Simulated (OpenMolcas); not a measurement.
# How methods differ on SiH3O (SMILES [O][SiH3])

SiH3O: 5 atoms, total charge 0, spin state doublet. As SMILES, `[O][SiH3]`. The shape is that of a GFN2-xTB optimisation.

Each level gives the vertical energy of the quartet above the doublet (eV). The values are calculated.

```json
{"level": "UHF/STO-3G", "kind": "Hartree–Fock", "program": "OpenMolcas", "value (eV)": "10.42", "less FCI/STO-3G": "+0.12", "CPU time (all runs)": "5.2 s"}
{"level": "USVWN5/STO-3G", "kind": "LDA", "program": "OpenMolcas", "value (eV)": "9.65", "less FCI/STO-3G": "-0.65", "CPU time (all runs)": "14 s"}
{"level": "UPBE/STO-3G", "kind": "GGA", "program": "OpenMolcas", "value (eV)": "9.66", "less FCI/STO-3G": "-0.64", "CPU time (all runs)": "18 s"}
{"level": "U-r2SCAN/STO-3G", "kind": "meta-GGA", "program": "OpenMolcas", "value (eV)": "10.01", "less FCI/STO-3G": "-0.29", "CPU time (all runs)": "25 s"}
{"level": "UM06-2X/STO-3G", "kind": "hybrid meta-GGA", "program": "OpenMolcas", "value (eV)": "10.39", "less FCI/STO-3G": "+0.09", "CPU time (all runs)": "34 s"}
{"level": "CASSCF(3,3)/STO-3G", "kind": "multireference", "program": "OpenMolcas", "value (eV)": "10.90", "less FCI/STO-3G": "+0.60", "CPU time (all runs)": "6.6 s"}
{"level": "ROCCSD(T)/STO-3G", "kind": "coupled cluster or CI", "program": "OpenMolcas", "value (eV)": "10.49", "less FCI/STO-3G": "+0.19", "CPU time (all runs)": "6.9 s"}
{"level": "FCI/STO-3G", "kind": "exact in the basis", "program": "OpenMolcas", "value (eV)": "10.30", "less FCI/STO-3G": "0.00", "CPU time (all runs)": "28 s"}
```

FCI/STO-3G is exact within its basis and frozen core, so for wave-function methods in that basis the difference is their error; functionals converge differently with the basis, so for them it is only a difference. The values span 9.65 to 10.90 eV. All rows use very small basis sets, so even the best lies far from the true value. Times are those of the runs behind each value, whatever else they computed, on shared processors of several kinds: orders of magnitude only.

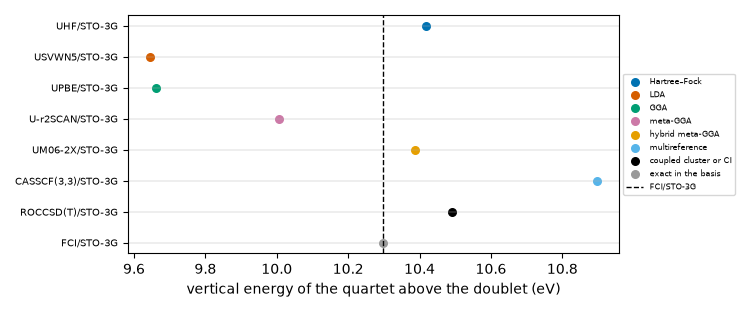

The values of the table, level by level.
